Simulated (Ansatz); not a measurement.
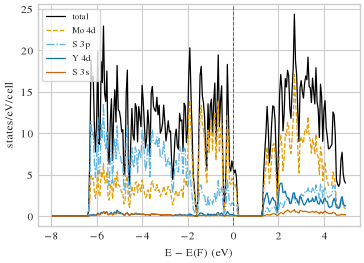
Total and projected density of states of YMo6S8 in space group R-3 (No. 148; Y on 3a, Mo on 18f, S on 6c, S on 18f), plane-wave PAW r²SCAN (Ansatz code)

Q: Which orbitals carry the states next to the Fermi level?

A: Within 0.5 eV of the Fermi level: Mo 4d 68 %, S 3p 24 %. Projections are on Löwdin-orthogonalised atomic valence shells; empty p or d shells of many metals are not among them.

Q: Where is the tallest occupied peak in this window, and what makes it?

A: Near -5.7 eV, about 23 states/eV per cell; the largest projected share is S 3p.

The workflow started from a Materials Project entry (that database holds measured and hypothetical structures alike); the Crystallography Open Database copy checked does not list it. Whether it is the stable phase at ambient conditions was not checked. Symmetry was held in the r²SCAN relaxation; whether a distortion lowers the energy is not shown. The run is not spin-polarised. With an odd number of electrons in the cell and no spin polarisation, the count alone makes it a metal. Spin–orbit coupling is left out wherever it is not named.

Potentials: the later of the program's two PAW sets.
